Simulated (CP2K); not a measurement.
# BHBr2 (SMILES BrBBr) at MNDO

Aim: the vertical electron affinity of BHBr2 at MNDO, from 2 runs. 

Program for the calculation: CP2K 2026.2.

5 further runs of the same task are left out: 1 that didn't finish, 4 set aside as unsound or not needed.

### Step 1. The system as given

BHBr2: 4 atoms, total charge 0, spin state singlet. SMILES: `BrBBr`. Geometry: relaxed at GFN2-xTB.

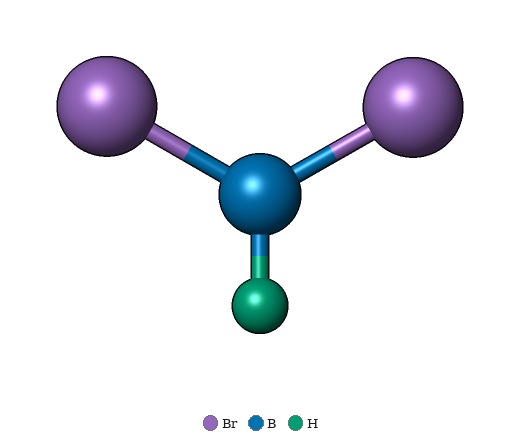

The structure, seen from a chosen angle (bromine purple, boron blue, hydrogen teal).

### Step 2. Energy and gradient at MNDO

molecule.xyz

```xyz
4

Br     0.724820     0.225330     1.612210
B     -0.161410     0.051210    -0.014290
Br     0.709660    -0.684430    -1.484530
H     -1.273070     0.407890    -0.113380
```

gas.inp

```
&GLOBAL
  PROJECT gas
  RUN_TYPE ENERGY_FORCE
  PRINT_LEVEL MEDIUM
&END GLOBAL
&FORCE_EVAL
  METHOD Quickstep
  &DFT
    ! Quickstep
    &QS
      METHOD MNDO
      EPS_DEFAULT 1.0E-10
      &SE
        &COULOMB
          CUTOFF [angstrom] 50
          RC_RANGE [angstrom] 0
        &END COULOMB
        &EXCHANGE
          CUTOFF [angstrom] 50
          RC_RANGE [angstrom] 0
        &END EXCHANGE
      &END SE
    &END QS
    &POISSON
      PERIODIC NONE
      POISSON_SOLVER ANALYTIC
    &END POISSON
    &SCF
      SCF_GUESS ATOMIC
      EPS_SCF 1.0E-07
      MAX_SCF 80
      &DIAGONALIZATION
        ALGORITHM STANDARD
      &END DIAGONALIZATION
      &MIXING
        METHOD DIRECT_P_MIXING
        ALPHA 0.4
      &END MIXING
    &END SCF
    ! extra output
    &PRINT
      &MOMENTS
        PERIODIC F
        REFERENCE COM
        MAX_MOMENT 1
      &END MOMENTS
      &MO ON
        ENERGIES T
        OCCUPATION_NUMBERS T
        NDIGITS 6
        &EACH
          QS_SCF 0
        &END EACH
        ADD_LAST NUMERIC
      &END MO
      &HIRSHFELD OFF
      &END HIRSHFELD
    &END PRINT
  &END DFT
  &SUBSYS
    ! vacuum box
    &CELL
      ABC 12 11.1 13.1
      PERIODIC NONE
    &END CELL
    &TOPOLOGY
      COORD_FILE_NAME molecule.xyz
      COORD_FILE_FORMAT XYZ
      &CENTER_COORDINATES
      &END CENTER_COORDINATES
    &END TOPOLOGY
  &END SUBSYS
  ! extra output
  &PRINT
    &FORCES ON
    &END FORCES
  &END PRINT
&END FORCE_EVAL
```

Run with:

```bash
$ OMP_NUM_THREADS=1 cp2k.psmp -i gas.inp -o gas.out
```

Output, cut to the lines that bear on the results:

```text
CP2K| version string:                                       CP2K version 2026.2
[...]
 GLOBAL| Method name                                                        CP2K
[...]
 GLOBAL| Run type                                                   ENERGY_FORCE
[...]
                             - Atoms:                                          4
[...]
                             - Spherical basis functions:                     13
[...]
 Number of electrons:                                                         18
[...]
     1 P_Mix/Diag. 0.40E+00    0.0     0.79736751       -26.5167849125 -2.65E+01
[...]
    20 DIIS/Diag.  0.23E-07    0.0     0.00000003       -28.6982701868 -2.49E-14
  *** SCF run converged in    20 steps ***
  Core-core repulsion energy [eV]:                            593.55492135832833
  Core Hamiltonian energy [eV]:                             -1286.90209428826688
  Two-electron integral energy [eV]:                         -175.14494628610171
  Electronic energy [eV]:                                   -1374.47456743131761
  Total energy [eV]:                                         -780.91964607298951
  Atomic reference energy [eV]:                               780.04768541010969
  Heat of formation [kcal/mol]:                               -20.10789216701922
[...]
 SE_DIPOLE| Moment [Debye]          0.53899713      -0.17154396       0.04776311
 SE_DIPOLE| Derivative [a.u.]       0.00000000       0.00000000       0.00000000
 ENERGY| Total FORCE_EVAL ( QS ) energy [hartree]            -28.698270186829731
 FORCES| Atomic forces [hartree/bohr]
 FORCES|   Atom     x               y               z               |f|
 FORCES|      1 -1.05325643E-03  6.06077405E-05 -9.30008291E-04   1.40639178E-03
 FORCES|      2 -3.88838633E-03  1.33976580E-03 -3.93910648E-04   4.13154768E-03
 FORCES|      3 -1.07889561E-03  5.78616220E-04  7.93092219E-04   1.45870070E-03
 FORCES|      4  6.02053837E-03 -1.97898976E-03  5.30826721E-04   6.35964305E-03
 FORCES| Sum     1.66533454E-16  0.00000000E+00  2.35922393E-16
 FORCES| Total atomic force                                       2.88778058E-16
[...]
```

It took 0.9 s on 1 thread of Intel Xeon 6975P-C (Granite Rapids), shared host; peak memory 0.19 GiB.

### Step 3. The doublet anion

molecule.xyz is that of step 2.

job.inp

```
&FORCE_EVAL
    METHOD QS
    &DFT
        CHARGE -1
        MULTIPLICITY 2
        LSD T
        # Quickstep
        &QS
            METHOD MNDO
            EPS_DEFAULT 1.0E-10
            &SE
                &COULOMB
                    CUTOFF [angstrom] 50
                    RC_RANGE [angstrom] 0
                &END COULOMB
                &EXCHANGE
                    CUTOFF [angstrom] 50
                    RC_RANGE [angstrom] 0
                &END EXCHANGE
            &END SE
        &END QS
        &POISSON
            PERIODIC NONE
            POISSON_SOLVER ANALYTIC
        &END POISSON
        # self-consistent field
        &SCF
            SCF_GUESS ATOMIC
            EPS_SCF 1.0E-07
            MAX_SCF 80
            &DIAGONALIZATION
                ALGORITHM STANDARD
            &END DIAGONALIZATION
            &MIXING
                METHOD DIRECT_P_MIXING
                ALPHA 0.4
            &END MIXING
        &END SCF
        # extra output
        &PRINT
            &MOMENTS
                PERIODIC F
                REFERENCE COM
                MAX_MOMENT 1
            &END MOMENTS
            &MO ON
                ENERGIES T
                OCCUPATION_NUMBERS T
                NDIGITS 6
                &EACH
                    QS_SCF 0
                &END EACH
                ADD_LAST NUMERIC
            &END MO
            &HIRSHFELD OFF
            &END HIRSHFELD
        &END PRINT
    &END DFT
    &SUBSYS
        &CELL
            ABC 12 11.1 13.1
            PERIODIC NONE
        &END CELL
        &TOPOLOGY
            COORD_FILE_NAME molecule.xyz
            COORD_FILE_FORMAT XYZ
            &CENTER_COORDINATES
            &END CENTER_COORDINATES
        &END TOPOLOGY
    &END SUBSYS
    &PRINT
        &FORCES ON
        &END FORCES
    &END PRINT
&END FORCE_EVAL
&GLOBAL
    PROJECT_NAME job
    RUN_TYPE ENERGY_FORCE
    PRINT_LEVEL MEDIUM
&END GLOBAL
```

Run with:

```bash
$ OMP_NUM_THREADS=1 cp2k.psmp job.inp > job.out
```

Output, cut to the lines that bear on the results:

```text
CP2K| version string:                                       CP2K version 2026.2
[...]
 GLOBAL| Method name                                                        CP2K
[...]
 GLOBAL| Run type                                                   ENERGY_FORCE
[...]
                             - Atoms:                                          4
[...]
                             - Spherical basis functions:                     13
[...]
 Number of electrons:                                                         10
[...]
     1 P_Mix/Diag. 0.40E+00    0.0     0.57149323       -26.8189093340 -2.68E+01
[...]
    25 DIIS/Diag.  0.36E-07    0.0     0.00000006       -28.7483217147 -1.78E-14
  *** SCF run converged in    25 steps ***
  Core-core repulsion energy [eV]:                            593.55492135832833
  Core Hamiltonian energy [eV]:                             -1340.45889819080935
  Two-electron integral energy [eV]:                          -70.75528115817099
  Electronic energy [eV]:                                   -1375.83653876989501
  Total energy [eV]:                                         -782.28161741156669
  Atomic reference energy [eV]:                               780.04768541010969
  Heat of formation [kcal/mol]:                               -51.51569985438834
[...]
 SE_DIPOLE| Moment [Debye]         -1.02398575       0.32432877      -0.09064260
 SE_DIPOLE| Derivative [a.u.]       0.00000000       0.00000000       0.00000000
 ENERGY| Total FORCE_EVAL ( QS ) energy [hartree]            -28.748321714740143
 FORCES| Atomic forces [hartree/bohr]
 FORCES|   Atom     x               y               z               |f|
 FORCES|      1  1.14113384E-02  5.66435541E-03  3.24155002E-02   3.48291289E-02
 FORCES|      2 -1.51180678E-02  4.70734168E-03 -1.33234427E-03   1.58899396E-02
 FORCES|      3  1.10745033E-02 -1.27791284E-02 -3.03990229E-02   3.47857922E-02
 FORCES|      4 -7.36777392E-03  2.40743126E-03 -6.84132991E-04   7.78125027E-03
 FORCES| Sum     1.11022302E-16 -8.32667268E-17 -3.12250226E-16
 FORCES| Total atomic force                                       3.41700897E-16
[...]
```

Wall time 0.9 s (1 thread of Intel Xeon 6975P-C (Granite Rapids), shared host); peak memory 0.19 GiB.

### Step 4. Summary of results

Level: MNDO.

```
                                                quantity           value
                             singlet BHBr2: total energy    -28.69827 Eh
                            singlet BHBr2: dipole moment          0.57 D
                              singlet BHBr2: HOMO energy       -11.88 eV
                        singlet BHBr2: heat of formation  -20.1 kcal/mol
                 singlet BHBr2: largest force on an atom      0.327 eV/Å
                             doublet anion: total energy    -28.74832 Eh
       doublet anion: HOMO energy (highest over α and β)        -1.60 eV
doublet anion: heat of formation at this unrelaxed shape  -51.5 kcal/mol
                 doublet anion: largest force on an atom      1.791 eV/Å
       vertical electron affinity (to the doublet anion)        1.362 eV
```

In words: At fixed nuclei the extra electron is bound by 1.36 eV (31 kcal/mol). The largest force (singlet BHBr2) is 0.33 eV/Å: the shape isn't a stationary point for this species at this level. A minimal valence basis can't be trusted even for the sign of an electron affinity.
